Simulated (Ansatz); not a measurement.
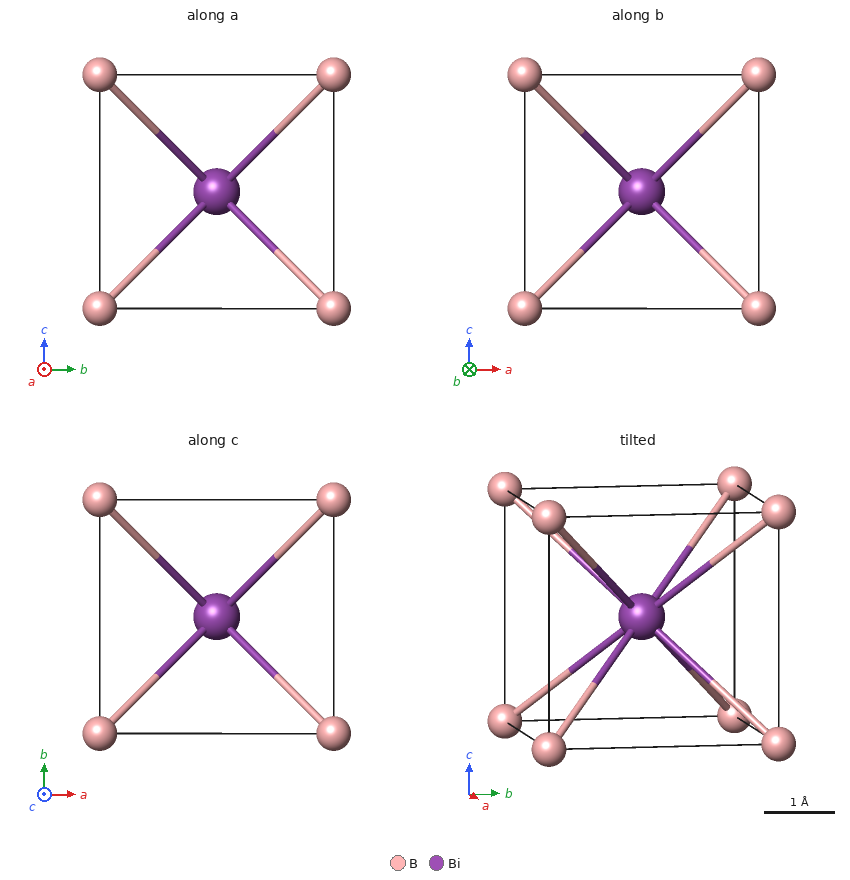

Ball-and-stick drawing of the structure, looking along the a axis, along the b axis, along the c axis and slightly off an axis. The conventional unit cell is drawn as a box.

Lattice parameters: a = 3.3701 Å, b = 3.3701 Å, c = 3.3701 Å, α = 90.000°, β = 90.000°, γ = 90.000°.

Q: Write the structure as a CIF with its space group and independent sites.

A:
```cif
data_structure
_symmetry_space_group_name_H-M 'P m -3 m'
_symmetry_Int_Tables_number 221
_cell_length_a 3.3701
_cell_length_b 3.3701
_cell_length_c 3.3701
_cell_angle_alpha 90.000
_cell_angle_beta 90.000
_cell_angle_gamma 90.000
_cell_volume 38.28
loop_
_atom_site_label
_atom_site_type_symbol
_atom_site_symmetry_multiplicity
_atom_site_Wyckoff_symbol
_atom_site_fract_x
_atom_site_fract_y
_atom_site_fract_z
_atom_site_occupancy
B1 B 1 a 0.0000 0.0000 0.0000 1
Bi1 Bi 1 b 0.5000 0.5000 0.5000 1
```

The initial geometry was a structure type filled with these elements by a generator (whether the compound takes this form wasn't checked). Earlier steps of the study may have refined or changed the cell and positions. It was run through Ansatz as a DFT input.
